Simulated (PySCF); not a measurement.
## Electronic structure of C7H11ClO (SMILES O=C(Cl)C1CCCCC1) in real space

```xyz
20

O     1.7888   -1.4782    1.2893
C     1.9055   -0.5236    0.6004
Cl    3.2337    0.6166    0.9398
C     1.1056   -0.1108   -0.5968
C     0.4765    1.2779   -0.4052
C    -0.6016    1.2391    0.6727
C    -1.6866    0.2346    0.2984
C    -1.0847   -1.1571    0.1345
C     0.0251   -1.1519   -0.9141
H     1.8153   -0.0525   -1.4310
H     1.2487    2.0022   -0.1454
H     0.0295    1.5836   -1.3533
H    -0.1534    0.9542    1.6271
H    -1.0358    2.2339    0.7895
H    -2.1570    0.5438   -0.6383
H    -2.4579    0.2145    1.0700
H    -0.6777   -1.4927    1.0888
H    -1.8587   -1.8658   -0.1661
H     0.4792   -2.1425   -0.9717
H    -0.3997   -0.9145   -1.8917
```

Geometry: GFN2-xTB.

All numbers below come from PBE0/pcSseg-1, SCF density, gas phase, non-relativistic in PySCF.

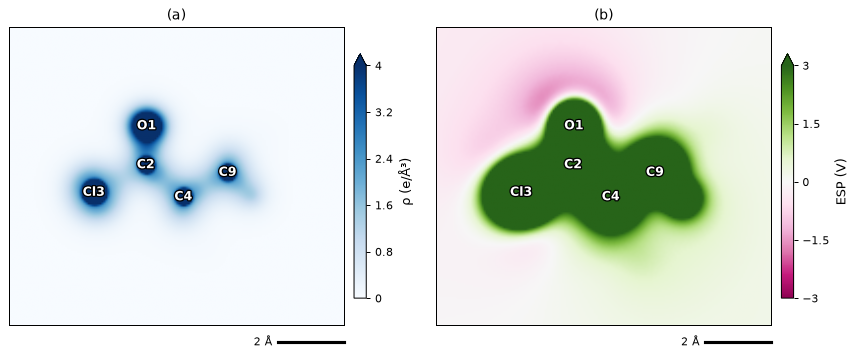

Figure 1. (a) electron density; (b) molecular electrostatic potential on the plane of atoms Cl3, C2 and C4.

Interpret the plot.

The plane passes through O, C and Cl nuclei.
C–O (1.18 Å): ρ is about 3.5 e/Å³ halfway.
C–C (1.50 Å): the density is about 1.8 e/Å³ at the midpoint.
C–Cl (1.78 Å): ρ is about 1.3 e/Å³ halfway.
Outside the dense part of the molecule the potential is most negative (−1.6 V) near O1.

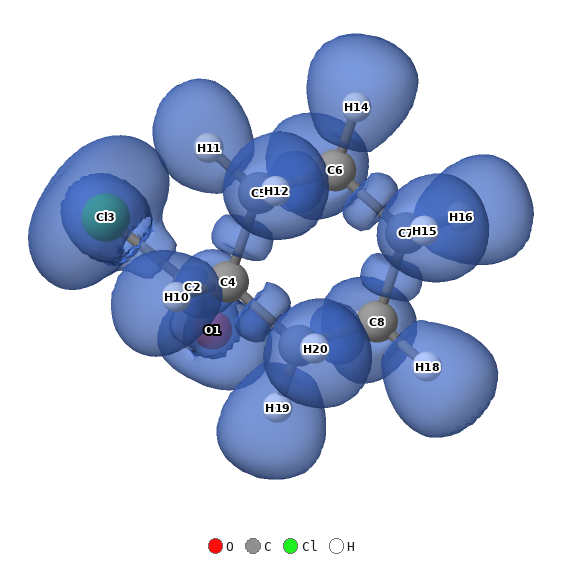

Figure 2. Isosurface of the electron localisation function at 0.75 (blue), seen across its widest extent. Only the valence region is drawn (cores and ρ < 0.01 e/Å³ removed).

Describe the localisation domains.

The surface consists of seven regions between bonded C–C atoms (shared pairs), eleven regions around hydrogen nuclei, one region on Cl in which the atom's valence shell and bonds are merged and one region on O in which the atom's valence shell and bonds are merged.


C–O (1.18 Å): the ELF peaks at about 0.85 between the atoms; a multiple bond. C–C (1.50 Å): the ELF peaks at about 0.95 between the atoms (localised, covalent bonding).

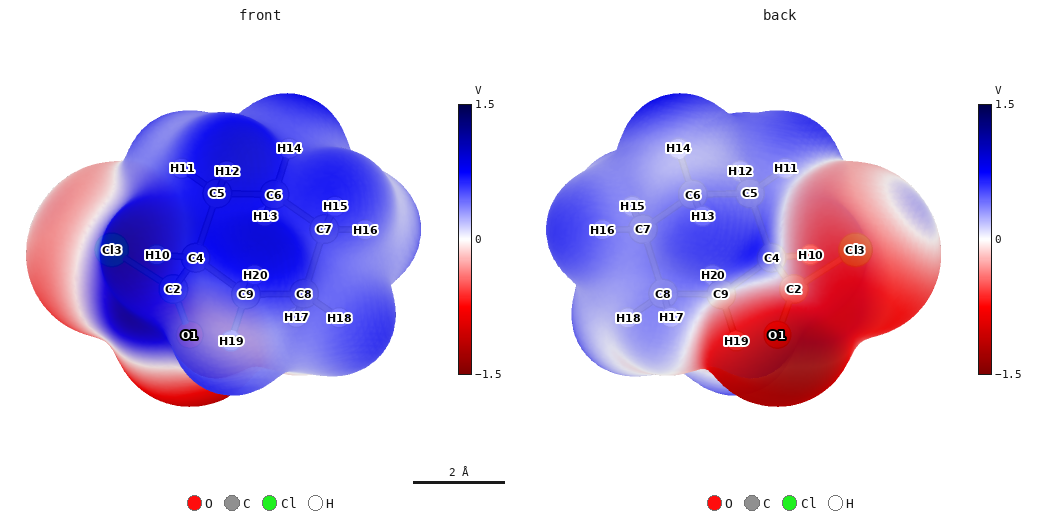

Figure 3. The electrostatic potential painted on the density surface at 0.002 e/bohr³, seen from the front and from behind; red is negative and blue positive.

Describe the electrostatic potential map.

The most negative region (about −1.3 V) lies over O1, the most positive (about +1.1 V) over C2 and H10. Cl3 shows a σ-hole: about +0.2 V at the tip opposite its bond, against about −0.3 V on its flanks. O1 is the likeliest acceptor of a hydrogen bond.

What dipole moment does the calculation give?

Its dipole moment is 3.02 D.
